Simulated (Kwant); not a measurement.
System: quantum point contact (saddle potential) in a In0.53Ga0.47As two-dimensional gas. Effective mass 0.041 mₑ, grid spacing 15 nm, hard walls, nominal width 300 nm (19 grid rows, so walls 300 nm apart), one parabolic valley, scattering region 900 nm long along x; energies count from the band bottom; Fermi energy 0.000841 eV. Potential (V0 + ½k y²) cos²(πx/L) for |x| < L/2, with V0 swept from 0.00088305 to 0 eV, k = 4e-07 eV/nm², L = 290 nm.

The device is made up for the run: typed textbook-type constants, with dimensions and the other settings drawn at random.

Computed with Kwant: effective-mass tight-binding model on a square grid, one spin, coherent transport at 0 K. Conductance is in e²/h.

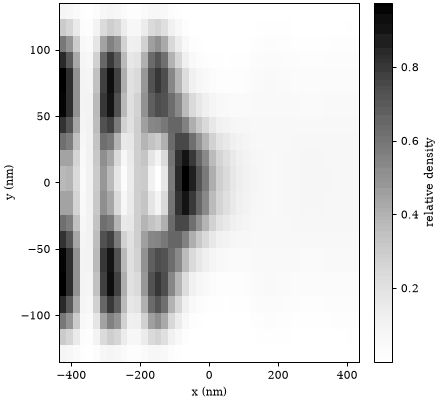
Fig. 1. Density of the scattering states that come in from the left lead, at gate = 0.00043513 eV, in bins, relative to the largest site value

The conductance there is 0.47 e²/h with 2 open channel(s) in the leads.
